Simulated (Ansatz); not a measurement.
Pulling on the Al1–H2 bond in AlClFH (SMILES [F][AlH][Cl]) (multiplicity 1 held, fragments rigid). Energies count from the point at 1.555 Å.
Geometry at that point (charge 0, multiplicity 1):
```xyz
4

Al    -0.561     0.177    -0.471
H     -1.756    -0.370    -1.303
F     -0.216     1.786    -0.496
Cl     0.647    -1.059     0.699
```

R- and RO- levels are restricted; in cc, def2 and unpolarised 6-31G sets they are followed outwards from rest. Unrestricted levels (U-) break spin symmetry where that is lower. Active spaces are followed from a long bond inwards. Levels need not reach the same state.

Correlated levels freeze the cores.

Programs: Ansatz (Gaussian orbitals). 

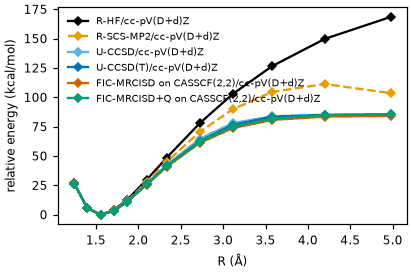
Figure: Relative energy along the coordinate

Question: Read off the R-SCS-MP2/cc-pV(D+d)Z curve at R = 3.111.

Answer: about 90 kcal/mol

Doubts at one or more of the structures used: a restricted determinant that unrestricted orbitals would lower (R-HF/cc-pV(D+d)Z, R-SCS-MP2/cc-pV(D+d)Z); a spin-contaminated determinant (U-CCSD/cc-pV(D+d)Z, U-CCSD(T)/cc-pV(D+d)Z); T1 above 0.05 (U-CCSD/cc-pV(D+d)Z, U-CCSD(T)/cc-pV(D+d)Z).

Ansatz is an electronic-structure program.
